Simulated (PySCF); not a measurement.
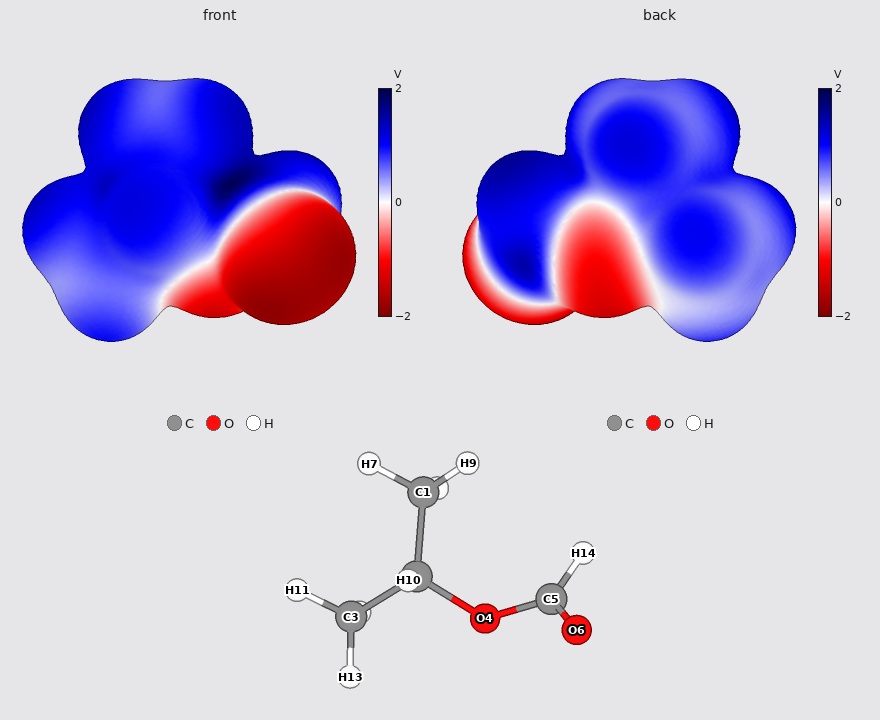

C4H8O2 (SMILES CC(C)OC=O). The molecular electrostatic potential painted on the density surface at 0.004 e/bohr³, seen from the front and from behind; the colour scale runs from red (negative) to blue (positive). The bare structure is drawn below in the same view.

Geometry: GFN2-xTB.

All numbers below come from PBE0/pcSseg-1, SCF density, gas phase, non-relativistic in PySCF 2.14.0.

```xyz
14

C    -0.9211    0.9901    0.0564
C    -0.1883   -0.3486    0.1014
C    -0.5729   -1.2420   -1.0689
O     1.2368   -0.1703    0.0175
C     1.8660    0.4936    1.0050
O     2.4089   -0.0254    1.9270
H    -1.9928    0.8135    0.0284
H    -0.6331    1.5428   -0.8348
H    -0.6928    1.5911    0.9340
H    -0.4099   -0.8611    1.0497
H    -1.6317   -1.4791   -1.0200
H    -0.3604   -0.7352   -2.0061
H     0.0013   -2.1632   -1.0349
H     1.8900    1.5937    0.8452
```

Which sites attract a positive test charge, and which a negative one?

Answer. A positive charge is drawn to the negative regions and a negative charge to the positive ones. The most negative region (about −1.8 V, or −42 kcal/mol for a unit charge) lies over O6, the most positive (about +1.8 V, or +42 kcal/mol for a unit charge) over the π face of C2 and C5. O6 is the likeliest acceptor of a hydrogen bond.

How polar is the molecule by this calculation?

Answer. Its dipole moment is 3.36 D.
